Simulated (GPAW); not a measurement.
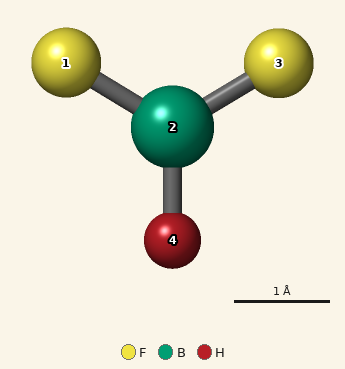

**Figure 1.** The input geometry (ball-and-stick view, seen on its broad side; atoms are numbered from 1 in the order of the input).

**Molecular dynamics of BHF2**

System: BHF2, SMILES FBF.
Method: BP86/dzp, dispersion D3(BJ), scalar-relativistic datasets (GPAW 26.7.0).

The geometry comes from this level: PBE0-D4/def2-TZVP.

What the program printed:
```
DeprecationWarning: Use thermalize_momenta
Time[ps]      Etot[eV]     Epot[eV]     Ekin[eV]    T[K]
0.0000         -19.3364     -19.3637       0.0273    52.8
0.0003         -19.3363     -19.3639       0.0276    53.4
0.0005         -19.3362     -19.3645       0.0282    54.6
0.0007         -19.3361     -19.3652       0.0291    56.3
0.0010         -19.3360     -19.3662       0.0301    58.3
0.0013         -19.3360     -19.3672       0.0312    60.4
0.0015         -19.3359     -19.3682       0.0323    62.5
0.0018         -19.3358     -19.3692       0.0334    64.5
0.0020         -19.3358     -19.3701       0.0343    66.3
0.0022         -19.3357     -19.3708       0.0350    67.8
0.0025         -19.3357     -19.3713       0.0356    68.8
0.0028         -19.3356     -19.3716       0.0359    69.5
0.0030         -19.3356     -19.3716       0.0361    69.8
0.0032         -19.3355     -19.3715       0.0360    69.7
0.0035         -19.3355     -19.3713       0.0358    69.3
0.0037         -19.3354     -19.3709       0.0355    68.7
0.0040         -19.3354     -19.3705       0.0351    67.9
0.0043         -19.3353     -19.3700       0.0347    67.1
0.0045         -19.3352     -19.3696       0.0343    66.4
0.0047         -19.3352     -19.3692       0.0340    65.8
0.0050         -19.3351     -19.3689       0.0338    65.4
```

Trajectory as extended XYZ (Å, eV, eV/Å), 21 frames, from step=0 to step=20:
```
4
Properties=species:S:1:pos:R:3:forces:R:3 step=0 time_fs=0.0 energy=-19.36370 temperature=52.8
F     3.7144    4.6115    3.6000   -1.3472  -0.1047  -0.0002
B     5.0276    4.6115    3.6000    0.2425  -0.3982   0.0002
F     5.6456    5.7701    3.6000    0.6705   1.0704  -0.0001
H     5.6405    3.5899    3.6000    0.3940  -0.6342   0.0000
4
Properties=species:S:1:pos:R:3:forces:R:3 step=1 time_fs=0.2 energy=-19.36393 temperature=53.4
F     3.7148    4.6117    3.6001   -1.3787  -0.1075  -0.0078
B     5.0274    4.6110    3.5991    0.2941  -0.4017   0.0249
F     5.6453    5.7701    3.6001    0.6677   1.0550  -0.0084
H     5.6411    3.5888    3.6035    0.3785  -0.6101  -0.0069
4
Properties=species:S:1:pos:R:3:forces:R:3 step=2 time_fs=0.5 energy=-19.36446 temperature=54.6
F     3.7152    4.6120    3.6003   -1.4065  -0.1120  -0.0155
B     5.0271    4.6106    3.5982    0.3480  -0.4114   0.0500
F     5.6451    5.7702    3.6003    0.6647   1.0370  -0.0168
H     5.6420    3.5873    3.6070    0.3568  -0.5763  -0.0142
4
Properties=species:S:1:pos:R:3:forces:R:3 step=3 time_fs=0.8 energy=-19.36523 temperature=56.3
F     3.7155    4.6123    3.6005   -1.4308  -0.1169  -0.0233
B     5.0268    4.6101    3.5973    0.4047  -0.4266   0.0754
F     5.6448    5.7703    3.6005    0.6606   1.0164  -0.0251
H     5.6431    3.5855    3.6105    0.3299  -0.5330  -0.0226
4
Properties=species:S:1:pos:R:3:forces:R:3 step=4 time_fs=1.0 energy=-19.36615 temperature=58.3
F     3.7158    4.6125    3.6006   -1.4517  -0.1221  -0.0311
B     5.0266    4.6096    3.5964    0.4634  -0.4465   0.1014
F     5.6446    5.7704    3.6006    0.6553   0.9932  -0.0335
H     5.6444    3.5834    3.6139    0.2984  -0.4819  -0.0323
4
Properties=species:S:1:pos:R:3:forces:R:3 step=5 time_fs=1.2 energy=-19.36718 temperature=60.4
F     3.7161    4.6128    3.6008   -1.4688  -0.1276  -0.0389
B     5.0264    4.6091    3.5955    0.5233  -0.4701   0.1278
F     5.6443    5.7706    3.6008    0.6490   0.9676  -0.0418
H     5.6459    3.5810    3.6174    0.2619  -0.4256  -0.0416
4
Properties=species:S:1:pos:R:3:forces:R:3 step=6 time_fs=1.5 energy=-19.36822 temperature=62.5
F     3.7163    4.6131    3.6010   -1.4819  -0.1334  -0.0466
B     5.0262    4.6085    3.5946    0.5835  -0.4963   0.1547
F     5.6442    5.7708    3.6010    0.6415   0.9396  -0.0499
H     5.6475    3.5783    3.6208    0.2206  -0.3646  -0.0508
4
Properties=species:S:1:pos:R:3:forces:R:3 step=7 time_fs=1.8 energy=-19.36920 temperature=64.5
F     3.7165    4.6133    3.6011   -1.4909  -0.1396  -0.0542
B     5.0261    4.6079    3.5937    0.6431  -0.5240   0.1820
F     5.6440    5.7710    3.6011    0.6329   0.9094  -0.0579
H     5.6493    3.5755    3.6243    0.1753  -0.2994  -0.0606
4
Properties=species:S:1:pos:R:3:forces:R:3 step=8 time_fs=2.0 energy=-19.37007 temperature=66.3
F     3.7166    4.6136    3.6013   -1.4956  -0.1461  -0.0617
B     5.0260    4.6073    3.5929    0.7011  -0.5520   0.2094
F     5.6438    5.7713    3.6013    0.6233   0.8772  -0.0658
H     5.6512    3.5724    3.6276    0.1291  -0.2305  -0.0719
4
Properties=species:S:1:pos:R:3:forces:R:3 step=9 time_fs=2.2 energy=-19.37076 temperature=67.8
F     3.7166    4.6138    3.6014   -1.4958  -0.1529  -0.0691
B     5.0259    4.6067    3.5920    0.7566  -0.5794   0.2370
F     5.6437    5.7716    3.6014    0.6127   0.8429  -0.0735
H     5.6532    3.5692    3.6310    0.0833  -0.1592  -0.0845
4
Properties=species:S:1:pos:R:3:forces:R:3 step=10 time_fs=2.5 energy=-19.37126 temperature=68.8
F     3.7167    4.6141    3.6016   -1.4916  -0.1600  -0.0764
B     5.0259    4.6060    3.5912    0.8088  -0.6050   0.2647
F     5.6436    5.7719    3.6016    0.6011   0.8068  -0.0810
H     5.6553    3.5660    3.6343    0.0392  -0.0886  -0.0964
4
Properties=species:S:1:pos:R:3:forces:R:3 step=11 time_fs=2.8 energy=-19.37155 temperature=69.5
F     3.7166    4.6143    3.6017   -1.4827  -0.1674  -0.0835
B     5.0259    4.6053    3.5903    0.8569  -0.6279   0.2924
F     5.6435    5.7722    3.6017    0.5885   0.7690  -0.0883
H     5.6574    3.5626    3.6375   -0.0042  -0.0184  -0.1087
4
Properties=species:S:1:pos:R:3:forces:R:3 step=12 time_fs=3.0 energy=-19.37163 temperature=69.8
F     3.7165    4.6146    3.6019   -1.4691  -0.1750  -0.0905
B     5.0260    4.6046    3.5895    0.9000  -0.6472   0.3202
F     5.6434    5.7726    3.6019    0.5751   0.7296  -0.0954
H     5.6595    3.5593    3.6407   -0.0487   0.0500  -0.1217
4
Properties=species:S:1:pos:R:3:forces:R:3 step=13 time_fs=3.2 energy=-19.37152 temperature=69.7
F     3.7164    4.6148    3.6020   -1.4509  -0.1830  -0.0973
B     5.0261    4.6038    3.5887    0.9375  -0.6621   0.3477
F     5.6433    5.7729    3.6020    0.5608   0.6886  -0.1023
H     5.6615    3.5560    3.6438   -0.0910   0.1138  -0.1330
4
Properties=species:S:1:pos:R:3:forces:R:3 step=14 time_fs=3.5 energy=-19.37127 temperature=69.3
F     3.7163    4.6150    3.6022   -1.4280  -0.1912  -0.1040
B     5.0262    4.6030    3.5879    0.9687  -0.6718   0.3747
F     5.6433    5.7734    3.6022    0.5458   0.6461  -0.1090
H     5.6636    3.5528    3.6468   -0.1300   0.1726  -0.1431
4
Properties=species:S:1:pos:R:3:forces:R:3 step=15 time_fs=3.8 energy=-19.37091 temperature=68.7
F     3.7161    4.6152    3.6023   -1.4005  -0.1996  -0.1104
B     5.0265    4.6021    3.5872    0.9931  -0.6757   0.4011
F     5.6433    5.7738    3.6023    0.5300   0.6023  -0.1155
H     5.6655    3.5497    3.6497   -0.1646   0.2278  -0.1537
4
Properties=species:S:1:pos:R:3:forces:R:3 step=16 time_fs=4.0 energy=-19.37047 temperature=67.9
F     3.7158    4.6155    3.6024   -1.3685  -0.2082  -0.1165
B     5.0268    4.6012    3.5864    1.0103  -0.6735   0.4269
F     5.6433    5.7742    3.6024    0.5137   0.5574  -0.1219
H     5.6674    3.5467    3.6526   -0.1973   0.2812  -0.1675
4
Properties=species:S:1:pos:R:3:forces:R:3 step=17 time_fs=4.2 energy=-19.37000 temperature=67.1
F     3.7155    4.6157    3.6026   -1.3321  -0.2171  -0.1224
B     5.0271    4.6003    3.5857    1.0200  -0.6648   0.4518
F     5.6433    5.7747    3.6026    0.4967   0.5114  -0.1280
H     5.6691    3.5439    3.6553   -0.2261   0.3288  -0.1809
4
Properties=species:S:1:pos:R:3:forces:R:3 step=18 time_fs=4.5 energy=-19.36955 temperature=66.4
F     3.7152    4.6159    3.6027   -1.2915  -0.2261  -0.1281
B     5.0275    4.5993    3.5850    1.0222  -0.6495   0.4757
F     5.6433    5.7752    3.6027    0.4792   0.4646  -0.1339
H     5.6708    3.5413    3.6580   -0.2518   0.3699  -0.1928
4
Properties=species:S:1:pos:R:3:forces:R:3 step=19 time_fs=4.8 energy=-19.36918 temperature=65.8
F     3.7148    4.6161    3.6028   -1.2468  -0.2354  -0.1335
B     5.0280    4.5983    3.5844    1.0168  -0.6275   0.4984
F     5.6434    5.7757    3.6028    0.4613   0.4170  -0.1396
H     5.6723    3.5389    3.6605   -0.2740   0.4047  -0.2036
4
Properties=species:S:1:pos:R:3:forces:R:3 step=20 time_fs=5.0 energy=-19.36890 temperature=65.4
F     3.7143    4.6163    3.6029   -1.1984  -0.2448  -0.1385
B     5.0285    4.5973    3.5837    1.0037  -0.5987   0.5198
F     5.6434    5.7762    3.6029    0.4432   0.3689  -0.1449
H     5.6736    3.5368    3.6629   -0.2915   0.4324  -0.2133
```

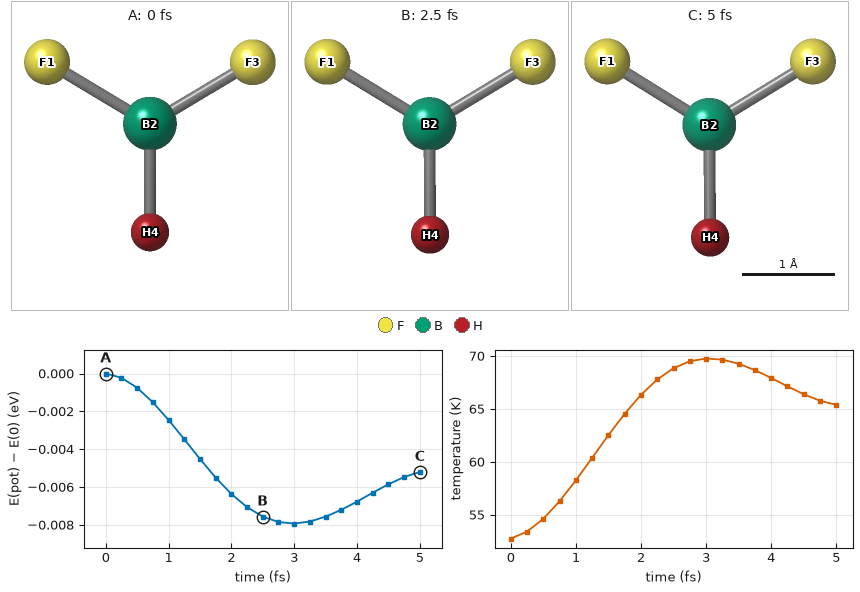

**Figure 2.** Frames of the molecular dynamics (ball-and-stick, seen on its broad side) above the curves, on which the letters mark them. The trajectory kept here has 21 frames over 5 fs. The temperature starts at 53 K, ranges from 53 to 70 K and averages 68 K over the second half. The potential energy ends 0.005 eV below its first value. After an unweighted best fit of the last frame on the first, the root-mean-square displacement is 0.03 Å.

The run was set up as follows.

Input file (bf2h_md.py):
```python
import numpy as np
from ase import units
from ase.calculators.mixing import SumCalculator
from ase.io.zmatrix import parse_zmatrix
from ase.md.nvtberendsen import NVTBerendsen
from ase.md.velocitydistribution import MaxwellBoltzmannDistribution, Stationary, ZeroRotation
from dftd3.ase import DFTD3
from gpaw import GPAW, setup_paths
from gpaw.atom.configurations import parameters
from gpaw.atom.generator import Generator
from gpaw.utilities.adjust_cell import adjust_cell

# Geometry
atoms = parse_zmatrix("""
F
B 1 1.313275
F 2 1.313162 1 118.0734
H 2 1.191291 3 120.9677 1 -179.99789
""")
adjust_cell(atoms, 3.5, h=0.18)

# Generate the setups first
for symbol in ['B', 'F', 'H']:
    Generator(symbol, xcname='GGA_X_B88+GGA_C_P86', scalarrel=True, nofiles=True, txt=None).run(**parameters[symbol])
setup_paths.insert(0, '.')

# GPAW settings
gpaw_calc = GPAW(mode='lcao',
                 h=0.18,
                 mixer={'name': 'pulay', 'beta': 0.4, 'nmaxold': 5, 'weight': 20.0},
                 symmetry='off',
                 xc='GGA_X_B88+GGA_C_P86',
                 maxiter=80,
                 basis='dzp',
                 txt='bf2h.txt')
atoms.calc = SumCalculator([DFTD3(method='BP86', damping='d3bj'), gpaw_calc])

rng = np.random.default_rng(993)
MaxwellBoltzmannDistribution(atoms, temperature_K=100, rng=rng)
Stationary(atoms)
ZeroRotation(atoms)
dyn = NVTBerendsen(atoms, timestep=0.25 * units.fs, temperature_K=100, taut=50 * units.fs, trajectory='md.traj', logfile='-')
dyn.run(20)
```

Launch command:
```bash
python bf2h_md.py
```

Results in brief:

| quantity | value |
| --- | --- |
| outcome | finished |
| mean temperature over the second half | 68 K |
| trajectory | 21 frames kept, 5 fs |
| basis functions (step not recorded) | 44 |
| hardware | 1 thread of Intel Xeon @ 2.70GHz, 189 GiB of memory available, shared host |
| wall time | 71 s |
| peak memory | 0.31 GiB |

Notes:

Settings chosen away from the usual ones: mixer set to pulay; beta set to 0.4; nmaxold set to 5; weight set to 20.0. Further notes kept with the run: datasets made with stock radii, not tested. So short a trajectory is not equilibrated.
